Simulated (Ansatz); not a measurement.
# Calculations on CH$_{7}$Al

## 1. Relaxation

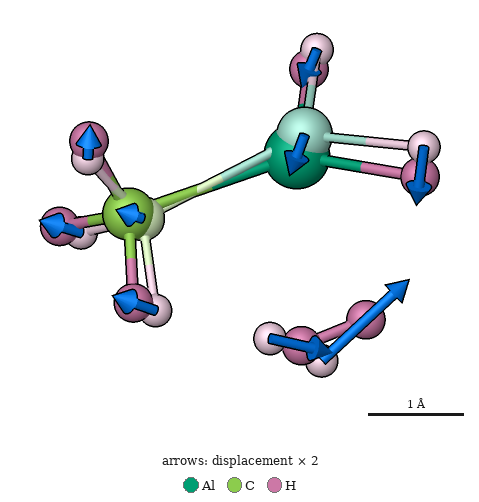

This is a relaxation of CH₇Al. The starting structure is drawn faded, the final one solid; blue arrows show the displacements, 2 times their true length. The two geometries are superimposed by the best rigid fit.

Style: ball-and-stick. Shown at a tilt.

The run prepares an end point of a later path (reaction) calculation, from a guessed geometry.

All numbers below come from RKS PBE0/cc-pVDZ (Ansatz 0.2.0). Settings: no spin polarisation; force threshold 0.03 eV/Å; at most 50 steps.

**What did the optimiser do to the structure, and how much energy did it gain?**

An H atom moves most after the best rigid fit: 0.64 Å. By element the largest moves are H 0.64 Å, Al 0.25 Å, C 0.18 Å. Near-neighbour distances that change, for instance: Al–H 2.755 → 2.271 Å, Al–H 2.378 → 2.254 Å, H–H 0.723 → 0.770 Å. The energy falls by 0.170 eV in 6 accepted moves (8 points after the start). The largest force component goes from 1.3 to 0.013 eV/Å. The line search rejected the trial steps at points 5, 7 of the run. Cost: 11 s on 1 thread of Intel(R) Xeon(R) 6975P-C (Granite Rapids), on a shared host, peak memory 0.14 GiB.

Limits of the set-up: the start holds two separate molecules, 2.3 Å apart at their closest, whose relative position is a soft coordinate and is computed without a dispersion correction.

## 2. Relaxation

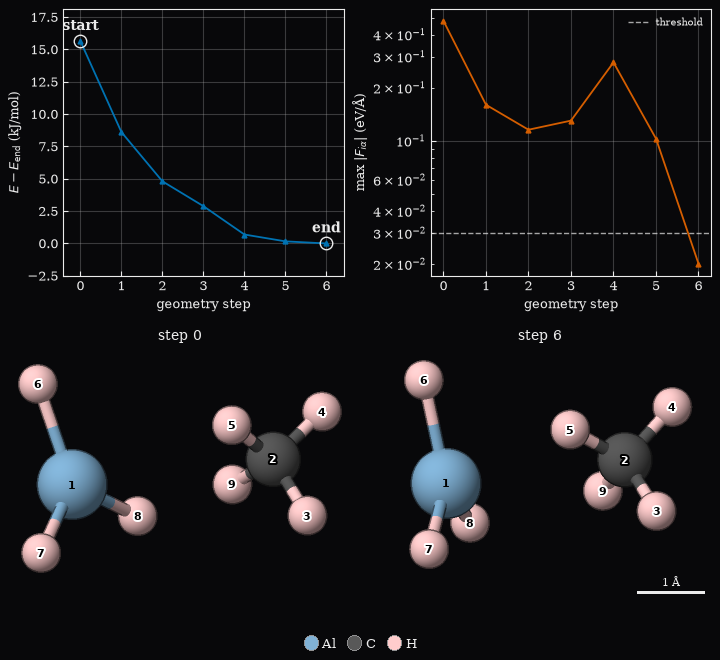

First and last geometry of a relaxation of CH$_{7}$Al, with the history of the run. The picture is a ball-and-stick view, seen at a tilt.

The run prepares an end point of a later path (reaction) calculation, from a guessed geometry.

Computed with RKS PBE0/cc-pVDZ in Ansatz. Settings: no spin polarisation; force threshold 0.03 eV/Å; at most 50 steps.

Did the run converge, and what did it change?

Answer. It converged. The atom that moves furthest after the best rigid fit is H8 (0.53 Å). By element the largest moves are H 0.53 Å, Al 0.21 Å, C 0.13 Å. Near-neighbour distances that change, for instance: Al1–C2 3.165 → 2.842 Å, Al1–H8 1.570 → 1.598 Å, C2–H9 1.112 → 1.106 Å. Bond angles that change, for instance: H5–C2–H9 111.3° → 113.4°. Over 6 geometry steps the energy falls by 15.6 kJ/mol. Largest force component: 0.48 eV/Å at the start, 0.02 eV/Å at the end. The run took 8.1 s on 1 thread of Intel(R) Xeon(R) 6975P-C (Granite Rapids), on a shared host, peak memory 0.14 GiB.

## 3. Path

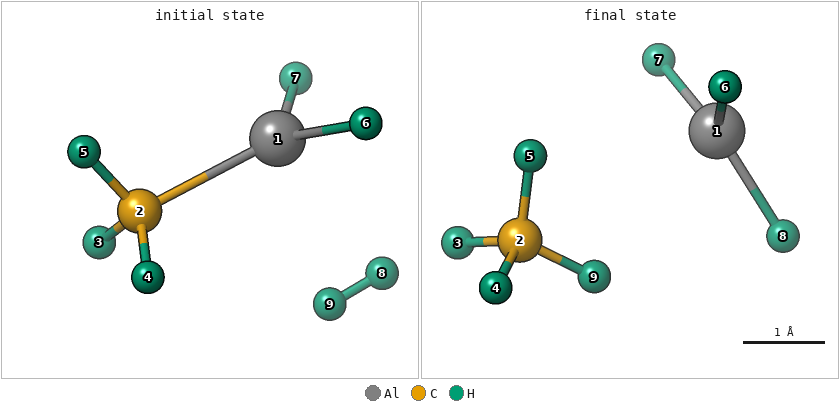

The two relaxed end points of a path for CH$_{7}$Al, made up at the start of CH5Al and H2. Style: ball-and-stick. Shown from a free direction.

Method: Ansatz, RKS PBE0/cc-pVDZ.

Run with 5 movable images; climbing image; force threshold 0.03 eV/Å; iteration limit 60.

Start:
```xyz
9

Al   -0.0158   -0.0287    0.3555
C     0.0275    0.2902    2.3029
H    -0.9197    0.0343    2.8047
H     0.8493   -0.2434    2.8079
H     0.1987    1.3682    2.4790
H     1.3488   -0.1992   -0.4634
H    -1.3876    0.1006   -0.4591
H    -0.2801   -2.2784    0.1973
H    -0.2494   -2.1875    0.9610
```

End:
```xyz
9

Al   -0.0739   -0.5747   -0.3184
C    -0.0274   -0.1612    2.4926
H    -0.9603    0.0865    3.0136
H     0.8010   -0.2807    3.2025
H     0.2254    0.6646    1.8087
H     1.3533    0.1134   -0.5209
H    -1.4010    0.3063   -0.4271
H    -0.1794   -2.1678   -0.2434
H    -0.1660   -1.1300    1.9781
```

### What barrier does the band find between them, and by what path?

The highest point, image 3, lies 98.3 kJ/mol above the start and 133.2 kJ/mol above the end; the end is at −34.9 kJ/mol relative to the start. Breaking: Al1–C2 (1.97 → 2.16 at the top → 2.84 Å), H8–H9 (0.77 → 1.06 at the top → 2.45 Å). Forming: Al1–H8 (2.27 → 1.76 at the top → 1.60 Å), C2–H9 (2.83 → 1.49 at the top → 1.11 Å). The band is converged. At the top, the vibrational analysis gives one imaginary mode (1322i cm⁻¹), as a transition state must have.

Energies of the converged images:

```
image  path (Å)  E (kJ/mol)
    0      0.00         0.0
    1      0.50         4.7
    2      1.00        38.0
    3      1.51        98.3
    4      2.02        15.0
    5      2.53       -28.5
    6      3.04       -34.9
```

The geometry at the top of the path:

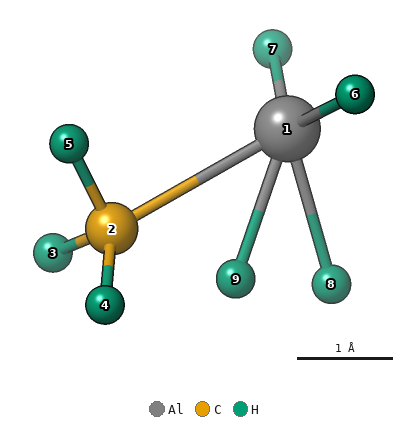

Limits of the set-up: the start holds two separate molecules, 2.3 Å apart at their closest, whose relative position is a soft coordinate and is computed without a dispersion correction.

The run took 54 s on 1 thread of Intel(R) Xeon(R) 6975P-C (Granite Rapids), with other jobs on the host, peak memory 0.14 GiB.
